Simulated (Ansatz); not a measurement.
# Phonons of Os-Re stack of (100) layers

The plan: relax Os-Re stack of (100) layers, check its phonons, and, if the lattice is stable, compute its Eliashberg function and ρ(T).

Main program and level: Ansatz 0.2.0; DFT PBEsol, scalar-relativistic, plane waves, PAW; PAW set soft_1.

## (1) Starting point

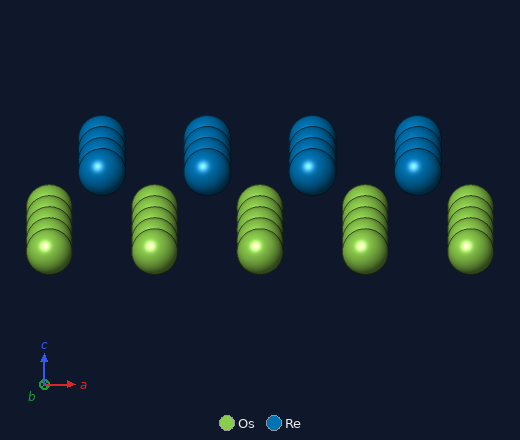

Start, viewed nearly edge on; osmium green, rhenium blue. 4×4×1 cells are drawn. Some periodic images of atoms are drawn too.

The cell holds 2 atoms: 1 Os and 1 Re. Cell: a = 2.750 Å, b = 2.750 Å, c = 12.944 Å, α = 90.0°, β = 90.0°, γ = 90.0°. Vacuum lies along c.

Structure file:

```cif
data_structure
_symmetry_space_group_name_H-M 'P 1'
_symmetry_Int_Tables_number 1
_cell_length_a 2.7498
_cell_length_b 2.7498
_cell_length_c 12.9444
_cell_angle_alpha 90.000
_cell_angle_beta 90.000
_cell_angle_gamma 90.000
_cell_volume 97.88
loop_
_atom_site_label
_atom_site_type_symbol
_atom_site_fract_x
_atom_site_fract_y
_atom_site_fract_z
_atom_site_occupancy
Os1 Os 0.00000 0.00000 0.42489 1
Re2 Re 0.50000 0.50000 0.57511 1
```

## (2) Quick single point

A single point on a coarse mesh shows the starting pressure, whether the crystal is a metal and what a step costs.

Contents of input.yaml:

```yaml
crystal:
  lattice:
    - [2.74983, 0.0, 0.0]
    - [0.0, 2.74983, 0.0]
    - [0.0, 0.0, 12.94442]
  atoms:
    - { symbol: Os, position: [0.0, 0.0, 0.4248935] }
    - { symbol: Re, position: [0.5, 0.5, 0.5751065] }
  periodic: [true, true, false]
kpoints:
  mp_grid: { grid: [6, 6, 1] }
hamiltonian:
  xc: pbesol
  pseudopotentials: { kind: paw, azcp: { folder: soft_1 }, xc_functional: pbe }
scf:
  occupations: { method: gaussian, width: 0.1 }
output:
  forces: true
  stress: true
  eigenvalues: true
```

Started as:

```console
ansatz run input.yaml --threads 4 --pin off --max-ram 20480MiB --backend cpu --events-out ev --progress --plain --runs-dir out
```

Numbers of over 12 decimals in the logs are rounded to 6 here.

What it wrote:

```text
[the first part of the log is left out]
E sigma→0 (E₀):  -21986.261049 eV
Entropy (-TS):   -0.021665 eV (-10.832 meV/atom)
Fermi energy:    -4.971235 eV
--- Per-component energies (eV) ---
  E_band       = -1054.885897
  E_kinetic    = 1002.470474
  E_local      = -67497.015608  (includes V_loc(G=0)·N_el)
  E_nonlocal   = 285.002381
  E_hartree    = 33043.023083
  E_xc         = -579.016114
  E_vxc        = -525.759997  (∫ρ·V_xc dr)
  E_paw        = -17490.902488  (= ΣΔE_a)
  E_vpaw       = -405.610947  (= ΣTr[D̂ρ^β])
  E_aug_tail   = 0.000499  (compensation charges beyond the density's cutoff)
  E_ewald      = 29249.706232
  E_core_change = 0.481324  (= ΣΔE_core)
  E_smearing   = -0.021665  (= −TS)
  E_closure    = -0.000000  (closes the sum)
  Σ components = -21986.271882   (vs F -21986.271882, Δ=0.00e0)
--- Forces (eV/Å), atoms counted from 1 ---
  atom   1  Os    -0.00000000     0.00000000     2.83391968
  atom   2  Re     0.00000000     0.00000000    -2.83407849
  max |Σ_I F_I| component: 1.59e-4 eV/Å
--- 2D stress c σ (N/m, compression-positive) ---
      -16.679874       0.000000       0.000000
        0.000000     -16.679874       0.000000
        0.000000       0.000000       0.000000
  P = ½ c Tr σ = -16.6799 N/m
--- Band table (eV; the first three rows and the last of 10) ---
  k-point 0: bands = ["-91.0243", "-85.3218", "-50.4038", "-50.1197", "-50.1197", "-47.1295", "-46.7765", "-46.7765", "-13.2152", "-11.0625", "-10.1269", "-8.1799", "-6.5076", "-5.9555", "-5.9555", "-5.8912", "-3.7421", "-3.6757", "-2.8450", "-2.8450"]
  k-point 1: bands = ["-91.0176", "-85.3122", "-50.3908", "-50.2456", "-50.1088", "-47.1138", "-46.9374", "-46.7634", "-12.4918", "-10.5238", "-9.4868", "-7.7341", "-7.3252", "-5.9019", "-5.7959", "-5.3512", "-4.9557", "-4.6205", "-2.9326", "-2.5172"]
  k-point 2: bands = ["-91.0042", "-85.2931", "-50.4921", "-50.3642", "-50.0870", "-47.2487", "-47.0835", "-46.7372", "-11.1252", "-10.1871", "-8.3695", "-7.0098", "-6.8613", "-6.6554", "-6.0496", "-5.7366", "-4.2244", "-3.7342", "-3.5018", "-2.6151"]
  k-point 9: bands = ["-90.9713", "-85.2456", "-50.5521", "-50.5521", "-50.2903", "-47.3327", "-47.3327", "-47.0186", "-10.3534", "-10.3278", "-9.4397", "-9.4397", "-5.0393", "-5.0393", "-4.3214", "-3.7381", "-1.6436", "-0.5028", "-0.1744", "-0.1744"]
```

The job ended after 1.6 s (4 threads of Arm Neoverse V1, shared host; peak memory 0.43 GiB).

This step gave:

```yaml
metallic_on_mesh: yes
gap_on_the_k_mesh: 0 eV
```

## (3) Rough relaxation

The start is far from rest, so a relaxation with loose thresholds does the first part.

Edit input.yaml of step 2 so:

```diff
@@ -10,3 +10,3 @@
 kpoints:
-  mp_grid: { grid: [6, 6, 1] }
+  mp_grid: { grid: [8, 8, 1] }
 hamiltonian:
@@ -20 +20,6 @@
   eigenvalues: true
+relax:
+  adjacent_minimum: "off"
+  f_tol: 0.05
+  max_steps: 80
+  cell: { stress_2d_tol: 0.02 }
```

What it wrote:

```text
Warning: crystal.periodic: the lattice vector that does not repeat stood 0.000° off the slab's normal, 12.944 Å along it as the deck builds it. The run solves the slab on a vector along the normal, 27.689 Å long, with every atom where it was (on the deck's vector they left 11.00 Å outside them, and the widest stretch free of ions among them is 1.94 Å). A fractional position that the run reports is one of the run's ce [...]
[...]
crystal.periodic: the lattice vector that does not repeat stood 0.000° off the slab's normal, 12.944 Å along it as the deck builds it. The run solves the slab on a vector along the normal, 27.689 Å long, with every atom where it was (on the deck's vector they left 11.00 Å outside them, and the widest stretch free of ions among them is 1.94 Å). A fractional position that the run reports is one of the run's cell, which [...]
[...]
Crystal: 2 atoms, lattice volume = 209.371 Å³
Basis set: ecut = 420 eV, 4177 PW (Γ), exchange–correlation on 40×40×384 points (8 copies of the dense FFT grid, shifted against one another)
Bands: 20, of which v1, the nominal top of the filled ones, is band 16 counted from 1 (15 counted from 0)
Symmetry: 8 space group operations
[...]
k-points: 15 of 64
[...]
SCF iter   1: F=—  HF=-21987.377452 eV  |F-HF|=—  |Δ(HF+E_count)|=         —  Δρ=2.72e-2  dr2=4.93e0  ethr=3.10e-3  ⟨swp⟩=12.7  Hψ=2569  notcnv=0
[...]
SCF iter  11: F=-21986.352233 eV  HF=-21986.352233 eV  |F-HF|=4.29e-9  |Δ(HF+E_count)|=   2.52e-8  Δρ=4.14e-7  dr2=4.59e-10  ethr=3.13e-11  ⟨swp⟩=4.2  Hψ=1163  notcnv=0
SCF 1 converged in 11 iterations: F = -21986.352233 eV  dr2 = 4.59e-10
[...]
relax step   1: F+E_penalty+E_count = -21986.35223302 eV  Δ(F+E_penalty+E_count) = +0.000e0 eV  max|allowed force component| = 2.997e0 eV/Å  Δτ_max = 0.0000 Å  P = -16.452 N/m  Ω = 209.371 Å³  fix = [c, alpha, beta]  reactions: c +0.000 N/m  (11 SCF iters, dr2 threshold 1.00e-7 eV, accepted)
Crystal: 2 atoms, lattice volume = 200.918 Å³
Basis set: ecut = 420 eV, 3985 PW (Γ), exchange–correlation on 40×40×384 points (8 copies of the dense FFT grid, shifted against one another)
[...]
iter 1 solved again at ethr=2.95e-3 eV; its pass at ethr=3.10e-3 eV (dr2=9.16e-1 eV) is discarded
[...]
SCF iter  10: F=-21986.920536 eV  HF=-21986.920536 eV  |F-HF|=4.07e-9  |Δ(HF+E_count)|=   3.38e-8  Δρ=1.91e-6  dr2=4.33e-8  ethr=6.45e-10  ⟨swp⟩=13.7  Hψ=1846  notcnv=0
SCF 2 converged in 10 iterations: F = -21986.920536 eV  dr2 = 4.33e-8
relax step   2: F+E_penalty+E_count = -21986.92053615 eV  Δ(F+E_penalty+E_count) = -5.683e-1 eV  max|allowed force component| = 1.575e0 eV/Å  Δτ_max = 0.1951 Å  P = +9.511 N/m  Ω = 200.918 Å³  energy of the carried Pulay correction = +5.250e-4 eV  fix = [c, alpha, beta]  reactions: c +0.000 N/m  (10 SCF iters, dr2 threshold 2.00e-7 eV, accepted)
Crystal: 2 atoms, lattice volume = 204.467 Å³
Basis set: ecut = 420 eV, 4097 PW (Γ), exchange–correlation on 40×40×384 points (8 copies of the dense FFT grid, shifted against one another)
[...]
SCF iter   8: F=-21986.985860 eV  HF=-21986.985860 eV  |F-HF|=1.04e-7  |Δ(HF+E_count)|=   1.67e-7  Δρ=4.41e-6  dr2=1.68e-7  ethr=6.45e-10  ⟨swp⟩=13.7  Hψ=1971  notcnv=0
SCF 3 converged in 8 iterations: F = -21986.985860 eV  dr2 = 1.68e-7
relax step   3: F+E_penalty+E_count = -21986.98586038 eV  Δ(F+E_penalty+E_count) = -6.532e-2 eV  max|allowed force component| = 7.220e-1 eV/Å  Δτ_max = 0.0639 Å  P = -2.015 N/m  Ω = 204.467 Å³  energy of the carried Pulay correction = +3.020e-4 eV  fix = [c, alpha, beta]  reactions: c -0.000 N/m  (8 SCF iters, dr2 threshold 2.00e-7 eV, accepted)
[... from here on, the SCF cycles and remarks between the steps are left out ...]
relax step   4: F+E_penalty+E_count = -21987.01527387 eV  Δ(F+E_penalty+E_count) = -2.941e-2 eV  max|allowed force component| = 2.435e-1 eV/Å  Δτ_max = 0.0292 Å  P = +0.729 N/m  Ω = 205.457 Å³  energy of the carried Pulay correction = +2.404e-4 eV  fix = [c, alpha, beta]  reactions: c +0.000 N/m  (8 SCF iters, dr2 threshold 2.00e-7 eV, accepted)
relax step   5: F+E_penalty+E_count = -21987.02258845 eV  Δ(F+E_penalty+E_count) = -7.315e-3 eV  max|allowed force component| = 3.601e-1 eV/Å  Δτ_max = 0.0465 Å  P = +2.729 N/m  Ω = 210.120 Å³  energy of the carried Pulay correction = -4.552e-5 eV  fix = [c, alpha, beta]  reactions: c +0.000 N/m  (8 SCF iters, dr2 threshold 2.00e-7 eV, accepted)
relax step   6: F+E_penalty+E_count = -21987.03027750 eV  Δ(F+E_penalty+E_count) = -7.689e-3 eV  max|allowed force component| = 2.315e-1 eV/Å  Δτ_max = 0.0048 Å  P = +1.374 N/m  Ω = 212.414 Å³  energy of the carried Pulay correction = -1.838e-4 eV  fix = [c, alpha, beta]  reactions: c +0.000 N/m  (7 SCF iters, dr2 threshold 2.00e-7 eV, accepted)
relax step   7: F+E_penalty+E_count = -21987.03279114 eV  Δ(F+E_penalty+E_count) = -2.514e-3 eV  max|allowed force component| = 3.523e-2 eV/Å  Δτ_max = 0.0019 Å  P = -0.070 N/m  Ω = 213.949 Å³  energy of the carried Pulay correction = -2.756e-4 eV  fix = [c, alpha, beta]  reactions: c -0.000 N/m  (6 SCF iters, dr2 threshold 2.00e-7 eV, accepted)
relax step   8: F+E_penalty+E_count = -21987.03279457 eV  Δ(F+E_penalty+E_count) = -3.426e-6 eV  max|allowed force component| = 2.378e-2 eV/Å  Δτ_max = 0.0020 Å  P = +0.014 N/m  Ω = 214.115 Å³  energy of the carried Pulay correction = -2.854e-4 eV  fix = [c, alpha, beta]  reactions: c +0.000 N/m  (7 SCF iters, dr2 threshold 8.48e-9 eV, accepted)
relax step   9: F+E_penalty+E_count = -21987.03320187 eV  Δ(F+E_penalty+E_count) = -4.073e-4 eV  max|allowed force component| = 2.345e-2 eV/Å  Δτ_max = 0.0000 Å  P = +0.024 N/m  Ω = 214.115 Å³  fix = [c, alpha, beta]  reactions: c +0.000 N/m  stress off target by 2.45e-2 N/m on what of the cell is left free  SCF on the basis re-selected at this cell (its energy is not comparable with the rows above)  (8 SCF iters)
relax step  10: F+E_penalty+E_count = -21987.03322495 eV  Δ(F+E_penalty+E_count) = -2.308e-5 eV  max|allowed force component| = 4.038e-4 eV/Å  Δτ_max = 0.0008 Å  P = -0.005 N/m  Ω = 214.041 Å³  energy of the carried Pulay correction = +6.093e-6 eV  fix = [c, alpha, beta]  reactions: c -0.000 N/m  (7 SCF iters, dr2 threshold 1.05e-9 eV, accepted)
[...]
SCF iter   1: F=—  HF=-21987.033229 eV  |F-HF|=—  |Δ(HF+E_count)|=         —  Δρ=1.13e-6  dr2=4.15e-9  ethr=3.78e-7  ⟨swp⟩=6.4  Hψ=3912  notcnv=0
eigensolver tolerance schedule: the retry pair's looser diagonalisation over-reported the residual by 28260.20 of it (diagonalisation noise at an unbounded share of the residual, at the tolerance the schedule requests for it); recorded, not acted on — ethr = c·dr2/N_el stays at c = 1.0e-1
SCF iter   2: F=—  HF=-21987.033217 eV  |F-HF|=—  |Δ(HF+E_count)|=   1.19e-5  Δρ=2.17e-6  dr2=1.82e-8  ethr=1.34e-11  ⟨swp⟩=7.5  Hψ=1409  notcnv=0
[...]
SCF iter   8: F=-21987.033217 eV  HF=-21987.033217 eV  |F-HF|=2.18e-11  |Δ(HF+E_count)|=  8.00e-11  Δρ=7.26e-9  dr2=1.50e-13  ethr=1.00e-12  ⟨swp⟩=12.8  Hψ=2314  notcnv=0
SCF 11 converged in 8 iterations: F = -21987.033217 eV  dr2 = 1.50e-13
relax step  11: F+E_penalty+E_count = -21987.03321722 eV  Δ(F+E_penalty+E_count) = +7.724e-6 eV  max|allowed force component| = 3.987e-4 eV/Å  Δτ_max = 0.0000 Å  P = -0.005 N/m  Ω = 214.041 Å³  fix = [c, alpha, beta]  reactions: c -0.000 N/m  stress off target by 4.77e-3 N/m on what of the cell is left free  SCF on the basis re-selected at this cell (its energy is not comparable with the rows above)  (8 SCF iters)
basis re-selected at this cell: Δ(F+E_penalty+E_count) = +7.724e-6 eV, ΔP = +0.000 N/m vs the last step (what re-selecting the basis moved, of the pressure what is left beyond the Pulay correction that the steps carried, after the strain that the cell walked since its last selection, with what the two solves' SCF thresholds leave and, on support functions, any second-order correction that the steps lacked; it is no m [...]
SCF converged after 8 iterations
Free energy (F): -21987.033217 eV
[...]
Internal energy: -21987.022310 eV  (E = F + TS)
E sigma→0 (E₀):  -21987.027763 eV
Entropy (-TS):   -0.010908 eV (-5.454 meV/atom)
Fermi energy:    -4.863375 eV
[...]
--- Forces (eV/Å), atoms counted from 1 ---
  atom   1  Os    -0.00000000     0.00000000     0.00039881
  atom   2  Re     0.00000000     0.00000000    -0.00039849
  max |Σ_I F_I| component: 3.24e-7 eV/Å
--- 2D stress c σ (N/m, compression-positive) ---
       -0.004772      -0.000000      -0.000000
       -0.000000      -0.004772      -0.000000
       -0.000000      -0.000000      -0.000000
  P = ½ c Tr σ = -0.0048 N/m
--- Band table (eV; the first three rows and the last of 15) ---
  k-point 0: bands = [... 12 lower, -6.8559, -6.8559, -6.5091, -5.3377, -5.2473, -2.7411, -2.7411, -1.6090]
  k-point 1: bands = [... 12 lower, -7.0333, -6.9307, -5.8751, -5.6244, -5.3797, -3.4768, -2.2788, -1.9213]
  k-point 2: bands = [... 12 lower, -7.1976, -7.1640, -6.8748, -4.9271, -4.6001, -4.1192, -2.3708, -1.7167]
  k-point 14: bands = [... 12 lower, -4.9651, -4.9651, -3.8568, -3.0484, -2.1816, -0.7646, -0.4313, -0.4313]
--- Relaxed structure (9 steps of the walk, 9 accepted, 2 SCFs on fresh bases) ---
  F+E_penalty+E_count = -21987.03321722 eV   max|allowed force component| = 3.987e-4 eV/Å   (the final SCF, on the basis selected at the relaxed cell)
  cell:  # Å, volume = 214.0412 Å³
    - [2.780330, 0, 0]
    - [0, 2.780330, 0.0]
    - [0, 0.0, 27.68884032292]
  atoms:
    - { symbol: Os, position: [0, 0, 0.206250] }
    - { symbol: Re, position: [0.5, 0.5, 0.261246] }
```

It took 27 s on 4 threads; peak memory 0.49 GiB; 1.7 min of CPU time.

Relaxation path:

```
step  energy less that of the first step (eV)  largest force component (eV/Å)  volume (Å³)
   1                                   0.0000                          2.9967       209.37
   2                                  -0.5683                          1.5753       200.92
   3                                  -0.6336                          0.7220       204.47
   4                                  -0.6630                          0.2435       205.46
   5                                  -0.6704                          0.3601       210.12
   6                                  -0.6780                          0.2315       212.41
   7                                  -0.6806                          0.0352       213.95
   8                                  -0.6806                          0.0238       214.11
  9*                                  -0.6810                          0.0234       214.11
  10                                  -0.6810                          0.0004       214.04
 11*                                  -0.6810                          0.0004       214.04
```

Relaxation steps marked * repeat the geometry before them on a plane-wave basis chosen anew for their cell, so energy and pressure can jump there.

The run keeps the 8 symmetry operations that it works with, so distortions that break them were not tested.

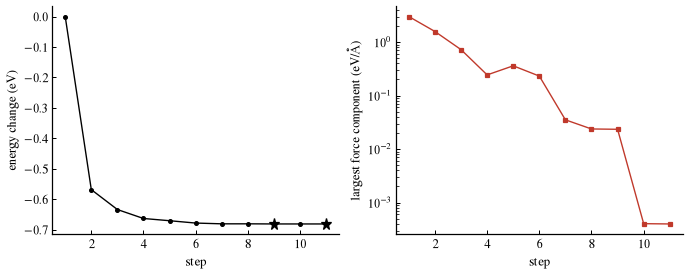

Energy and largest force along the relaxation. Stars mark steps on a basis chosen anew.

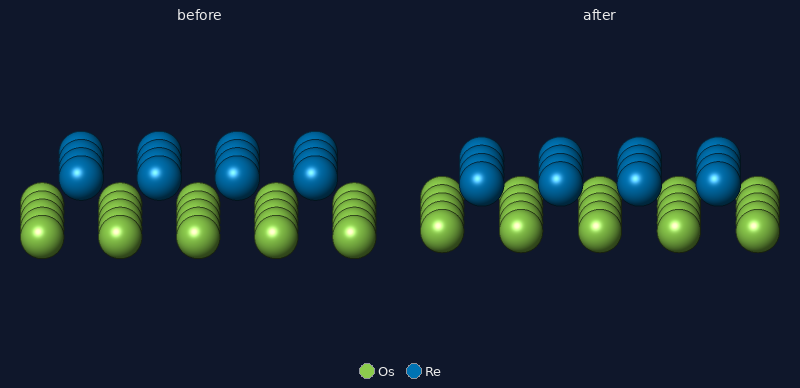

Before and after, at one scale.

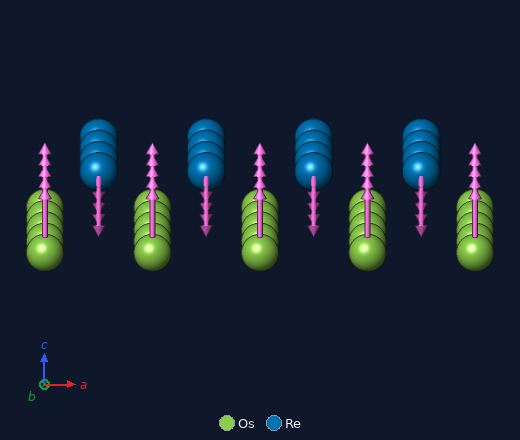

Displacements in the relaxation, exaggerated, measured against the changing cell; the longest in the cell stands for 0.21 Å. 4×4×1 cells are drawn. Some periodic images of atoms are drawn too.

```
cell as run  before  after  change
      a (Å)   2.750  2.780  +1.1 %
      b (Å)   2.750  2.780  +1.1 %
```

The atoms that moved most (Å, along periodic axes as changes of fractional coordinates times the final cell, across vacuum about the mean position):

```
atom     dx     dy      dz  length
 Os1  0.000  0.000   0.211   0.211
 Re2  0.000  0.000  -0.211   0.211
```

Final coordinates:

```cif
data_structure
_symmetry_space_group_name_H-M 'P 1'
_symmetry_Int_Tables_number 1
_cell_length_a 2.7803
_cell_length_b 2.7803
_cell_length_c 27.6888
_cell_angle_alpha 90.000
_cell_angle_beta 90.000
_cell_angle_gamma 90.000
_cell_volume 214.04
loop_
_atom_site_label
_atom_site_type_symbol
_atom_site_fract_x
_atom_site_fract_y
_atom_site_fract_z
_atom_site_occupancy
Os1 Os 0.00000 0.00000 0.20625 1
Re2 Re 0.50000 0.50000 0.26125 1
```

The relaxation ends with a largest force component of 4.0e-4 eV/Å.

(Part 1 of 3 ends here.)

[Logs are printed without paths, hosts, clocks, repeated set-up lines and the standing remarks that a program may print on its own settings, such as how far it seeks lower states.]

[Hosts, paths, dates, database ids (printed as entryN), source tags and the programs' standing remarks are cut or masked in the printed files.]
